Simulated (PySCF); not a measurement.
**One shape, several levels: C2H4O2Se (SMILES O=C[Se]CO)**

Aim: a comparison of 5 runs (HF/3-21G, HF/def2-SVP, BP86/6-31G, PBE0/def2-SVP, CCSD(T)/6-31G*) of C2H4O2Se. 

The calculation is run with PySCF 2.14.0.

## 1. Starting point

C2H4O2Se: 9 atoms, total charge 0, spin state singlet. As SMILES, `O=C[Se]CO`. Geometry: relaxed at PBE0-D4/def2-TZVP. This is a higher conformer, about 19 kJ/mol above the lowest found by a separate search.

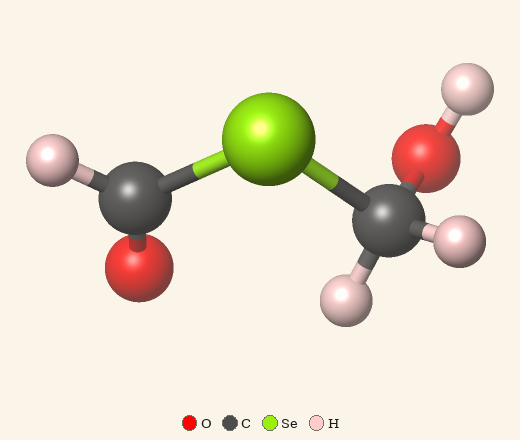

The structure, seen from a chosen angle (oxygen red, carbon dark grey, selenium green, hydrogen pink).

## 2. Energy and gradient at HF/3-21G (run 1)

The input, run.py:

```python
import pyscf.grad
from pyscf import gto, scf

system = gto.M(
    atom='''
O       -1.312500      -1.173900       1.135900
C       -1.773400      -0.443600       0.313900
Se      -0.793400       0.891200      -0.662100
C        0.977100       0.438600       0.077400
O        1.656000      -0.544200      -0.623800
H       -2.840900      -0.444300       0.028300
H        1.515700       1.388400       0.133700
H        0.774600       0.055200       1.076300
H        1.885300      -0.213700      -1.496600
''',
    spin=0,
    charge=0,
    max_memory=1860,
    basis='3-21g',
    verbose=4,
)

calc0 = scf.RHF(system)
calc0.conv_tol = 1e-10
calc0.kernel()
if not calc0.converged:
    calc0 = calc0.newton().run(calc0.mo_coeff, calc0.mo_occ)

e_final = calc0.e_tot
print('E = %.10f Eh' % e_final)
grad = calc0.Gradients().kernel()
calc0.analyze()
```

Command:

```sh
$ OMP_NUM_THREADS=1 python run.py
```

What it wrote:

```text
PySCF version 2.14.0

[... 82 lines left out ...]
Nuclear Repulsion Energy =             342.664857292216539
[... 8 lines left out ...]
MO #3   energy= -53.8893981734509  occ= 2
[... 6 lines left out ...]
MO #10  energy= -8.87374701664464  occ= 2
[... 6 lines left out ...]
MO #17  energy= -2.54131049386622  occ= 2
[... 6 lines left out ...]
MO #24  energy= -0.716270783138314 occ= 2
[... 6 lines left out ...]
MO #31  energy= -0.408200612516323 occ= 2
[... 6 lines left out ...]
MO #38  energy= 0.31504550252176   occ= 0
[... 6 lines left out ...]
MO #45  energy= 0.725581844025235  occ= 0
[... 6 lines left out ...]
MO #52  energy= 1.19651052810546   occ= 0
[... 6 lines left out ...]
MO #59  energy= 1.87036049824825   occ= 0
[... 6 lines left out ...]
MO #66  energy= 3.38204449046853   occ= 0
[... 39 lines left out ...]
pop of  2 Se 3dz^2        1.99935
pop of  2 Se 3dxz         1.99873
pop of  2 Se 3dx2-y2      1.99867
pop of  3 C 1s            1.99973
pop of  3 C 2s            1.03853
pop of  3 C 3s            0.00244
pop of  3 C 2px           0.95499
pop of  3 C 2py           0.97981
pop of  3 C 2pz           1.05499
pop of  3 C 3px           0.00435
pop of  3 C 3py           0.00706
pop of  3 C 3pz           0.00276
pop of  4 O 1s            1.99981
pop of  4 O 2s            1.63260
pop of  4 O 3s            0.00242
pop of  4 O 2px           1.77918
pop of  4 O 2py           1.65386
pop of  4 O 2pz           1.40208
pop of  4 O 3px           0.00273
pop of  4 O 3py           0.00168
pop of  4 O 3pz           0.00169
pop of  5 H 1s            0.89452
pop of  5 H 2s            0.01238
pop of  6 H 1s            0.89230
pop of  6 H 2s            0.01086
pop of  7 H 1s            0.84652
pop of  7 H 2s            0.01564
pop of  8 H 1s            0.68799
pop of  8 H 2s            0.01211
 ** Mulliken atomic charges  **
charge of    0O =     -0.35228
charge of    1C =      0.15010
charge of    2Se =      0.09520
charge of    3C =     -0.04465
charge of    4O =     -0.47605
charge of    5H =      0.09309
charge of    6H =      0.09684
charge of    7H =      0.13784
charge of    8H =      0.29991
Dipole moment(X, Y, Z, Debye): -0.24711,  2.54770, -1.59326
```

Run time: 7.8 s. Hardware: 1 thread of Intel Xeon at 2.50GHz (Skylake/Cascade Lake), shared host; peak memory 0.14 GiB.

## 3. Energy and forces at HF/def2-SVP (run 2)

The input, calc.py:

```python
# O=C[Se]CO
from pyscf import gto, scf

mol = gto.M(
    atom='''
O       -1.312500      -1.173900       1.135900
C       -1.773400      -0.443600       0.313900
Se      -0.793400       0.891200      -0.662100
C        0.977100       0.438600       0.077400
O        1.656000      -0.544200      -0.623800
H       -2.840900      -0.444300       0.028300
H        1.515700       1.388400       0.133700
H        0.774600       0.055200       1.076300
H        1.885300      -0.213700      -1.496600
''',
    verbose=4,
    max_memory=1860,
    basis='def2-svp',
)

myscf = scf.RHF(mol)
myscf.conv_tol = 1e-10
myscf.kernel()
if not myscf.converged:
    myscf = myscf.newton().run(myscf.mo_coeff, myscf.mo_occ)

e_tot = myscf.e_tot
print('E = %.10f Eh' % e_tot)
grad = myscf.nuc_grad_method().kernel()
myscf.analyze()
```

Command:

```sh
$ OMP_NUM_THREADS=1 python calc.py
```

What it wrote:

```text
PySCF version 2.14.0

[... 86 lines left out ...]
Two-electron Energy =                 1367.789940007180576
[... 11 lines left out ...]
MO #8   energy= -11.3733473490938  occ= 2
[... 9 lines left out ...]
MO #18  energy= -2.62682256874512  occ= 2
[... 9 lines left out ...]
MO #28  energy= -0.588361565831709 occ= 2
[... 9 lines left out ...]
MO #38  energy= 0.235889678330009  occ= 0
[... 9 lines left out ...]
MO #48  energy= 0.686848098165925  occ= 0
[... 9 lines left out ...]
MO #58  energy= 0.908262270390347  occ= 0
[... 9 lines left out ...]
MO #68  energy= 1.34659038406286   occ= 0
[... 9 lines left out ...]
MO #78  energy= 1.96152825211968   occ= 0
[... 9 lines left out ...]
MO #88  energy= 2.54747422019265   occ= 0
[... 9 lines left out ...]
MO #98  energy= 3.49900743311253   occ= 0
[... 9 lines left out ...]
MO #108 energy= 4.15800308132082   occ= 0
[... 81 lines left out ...]
pop of  4 O 2pz           1.42658
pop of  4 O 3px           0.00493
pop of  4 O 3py           0.00221
pop of  4 O 3pz           0.00491
pop of  4 O 3dxy          0.00198
pop of  4 O 3dyz          0.00294
pop of  4 O 3dz^2         0.00171
pop of  4 O 3dxz          0.00061
pop of  4 O 3dx2-y2       0.00133
pop of  5 H 1s            0.90364
pop of  5 H 2s            0.01232
pop of  5 H 2px           0.00255
pop of  5 H 2py           0.00021
pop of  5 H 2pz           0.00022
pop of  6 H 1s            0.90142
pop of  6 H 2s            0.00999
pop of  6 H 2px           0.00077
pop of  6 H 2py           0.00157
pop of  6 H 2pz           0.00016
pop of  7 H 1s            0.85657
pop of  7 H 2s            0.01375
pop of  7 H 2px           0.00024
pop of  7 H 2py           0.00061
pop of  7 H 2pz           0.00187
pop of  8 H 1s            0.65884
pop of  8 H 2s            0.01490
pop of  8 H 2px           0.00176
pop of  8 H 2py           0.00099
pop of  8 H 2pz           0.00253
 ** Mulliken atomic charges  **
charge of    0O =     -0.42978
charge of    1C =      0.26164
charge of    2Se =      0.04119
charge of    3C =      0.03022
charge of    4O =     -0.51837
charge of    5H =      0.08106
charge of    6H =      0.08608
charge of    7H =      0.12696
charge of    8H =      0.32098
Dipole moment(X, Y, Z, Debye): -0.05784,  2.38636, -1.66677
```

Run time: 37 s. Hardware: 1 thread of Intel Xeon at 2.50GHz (Skylake/Cascade Lake), shared host; peak memory 0.25 GiB.

Runs 3 to 4 aren't shown in full; the table further down has their settings and results.

## 4. The energy at CCSD(T)/6-31G(d) (spherical functions) (run 5)

The input, job.py:

```python
from pyscf import gto, cc

molecule = gto.M(
    atom='''
O     -1.312500    -1.173900     1.135900
C     -1.773400    -0.443600     0.313900
Se    -0.793400     0.891200    -0.662100
C      0.977100     0.438600     0.077400
O      1.656000    -0.544200    -0.623800
H     -2.840900    -0.444300     0.028300
H      1.515700     1.388400     0.133700
H      0.774600     0.055200     1.076300
H      1.885300    -0.213700    -1.496600
''',
    verbose=4,
    charge=0,
    max_memory=1860,
    basis='6-31g*',
)

myscf = molecule.RHF()
myscf.conv_tol = 1e-10
myscf.kernel()
if not myscf.converged:
    myscf = myscf.newton().run(myscf.mo_coeff, myscf.mo_occ)

mycc = cc.CCSD(myscf, frozen=13)
mycc.kernel()
e_t = mycc.ccsd_t()
e_tot = mycc.e_tot + e_t
print('E = %.10f Eh' % e_tot)
myscf.analyze()
```

Command:

```sh
$ OMP_NUM_THREADS=1 python job.py
```

What it wrote:

```text
PySCF version 2.14.0

[... 104 lines left out ...]
One-electron Energy =                -4337.297745665591719
[... 10 lines left out ...]
MO #6   energy= -20.586754286126   occ= 2
[... 8 lines left out ...]
MO #15  energy= -2.63211753263901  occ= 2
[... 8 lines left out ...]
MO #24  energy= -0.721150605912074 occ= 2
[... 8 lines left out ...]
MO #33  energy= -0.358404140496424 occ= 2
[... 8 lines left out ...]
MO #42  energy= 0.373415338911681  occ= 0
[... 8 lines left out ...]
MO #51  energy= 0.847056700145572  occ= 0
[... 8 lines left out ...]
MO #60  energy= 1.13506613837962   occ= 0
[... 8 lines left out ...]
MO #69  energy= 1.4867558185731    occ= 0
[... 8 lines left out ...]
MO #78  energy= 2.13837845687364   occ= 0
[... 8 lines left out ...]
MO #87  energy= 2.80284770747049   occ= 0
[... 8 lines left out ...]
MO #96  energy= 5.08087476437768   occ= 0
[... 69 lines left out ...]
pop of  3 C 3py           0.00784
pop of  3 C 3pz           0.00336
pop of  3 C 3dxy          0.00425
pop of  3 C 3dyz          0.00349
pop of  3 C 3dz^2         0.00354
pop of  3 C 3dxz          0.00255
pop of  3 C 3dx2-y2       0.00323
pop of  4 O 1s            1.99999
pop of  4 O 2s            1.62047
pop of  4 O 3s            0.00321
pop of  4 O 2px           1.78316
pop of  4 O 2py           1.66333
pop of  4 O 2pz           1.42545
pop of  4 O 3px           0.00546
pop of  4 O 3py           0.00296
pop of  4 O 3pz           0.00318
pop of  4 O 3dxy          0.00309
pop of  4 O 3dyz          0.00435
pop of  4 O 3dz^2         0.00246
pop of  4 O 3dxz          0.00093
pop of  4 O 3dx2-y2       0.00217
pop of  5 H 1s            0.89988
pop of  5 H 2s            0.01085
pop of  6 H 1s            0.89658
pop of  6 H 2s            0.00879
pop of  7 H 1s            0.85122
pop of  7 H 2s            0.01206
pop of  8 H 1s            0.65467
pop of  8 H 2s            0.01632
 ** Mulliken atomic charges  **
charge of    0O =     -0.42604
charge of    1C =      0.24490
charge of    2Se =      0.05213
charge of    3C =     -0.00039
charge of    4O =     -0.52023
charge of    5H =      0.08927
charge of    6H =      0.09463
charge of    7H =      0.13672
charge of    8H =      0.32902
Dipole moment(X, Y, Z, Debye):  0.00158,  2.32549, -1.63696
```

It took 1.8 min on 1 thread of Intel Xeon at 2.50GHz (Skylake/Cascade Lake), shared host; peak memory 0.61 GiB.

## 5. Overview of the runs

```
run                                 level  integration grid      task   energy (Eh)  dipole moment (D) of the reference  HOMO energy (eV)  LUMO energy (eV)  wall time
  1                              HF/3-21G                 –  gradient  -2614.955574                                3.02             -9.67              3.92      7.8 s
  2                           HF/def2-SVP                 –  gradient  -2627.125643                                2.91             -9.81              3.49       37 s
  3                            BP86/6-31G                 5  gradient  -2630.421586                                2.60             -6.13             -1.94       70 s
  4                         PBE0/def2-SVP                 5  gradient  -2629.595507                                2.51             -7.16             -0.78      2 min
  5  CCSD(T)/6-31G* (spherical functions)                 –    energy  -2628.196717                                2.84             -9.75              3.39    1.8 min
```

## 6. Summary of results

```
                                           quantity           value
                                run 5: total energy  -2628.19672 Eh
        run 5: dipole moment (Hartree–Fock density)          2.84 D
         run 5: HOMO energy (Hartree–Fock orbitals)        -9.75 eV
         run 5: LUMO energy (Hartree–Fock orbitals)         3.39 eV
       run 5: HOMO–LUMO gap (Hartree–Fock orbitals)        13.14 eV
run 5: correlation energy (13 core orbitals frozen)      -909.6 mEh
                              run 5: (T) correction      -25.59 mEh
                               run 5: T1 diagnostic           0.014
```

**Reading.** Over runs 1, 2, 3, 4 the dipole moment (its size) runs from 2.51 D (PBE0/def2-SVP) to 3.02 D (HF/3-21G). The two ends differ in method and basis. Over runs 1, 2, 3, 4 the HOMO–LUMO gap runs from 4.19 eV (BP86/6-31G) to 13.59 eV (HF/3-21G). Totals of different functionals can't be ranked against each other. All runs together took 5.6 min, the longest 2 min.
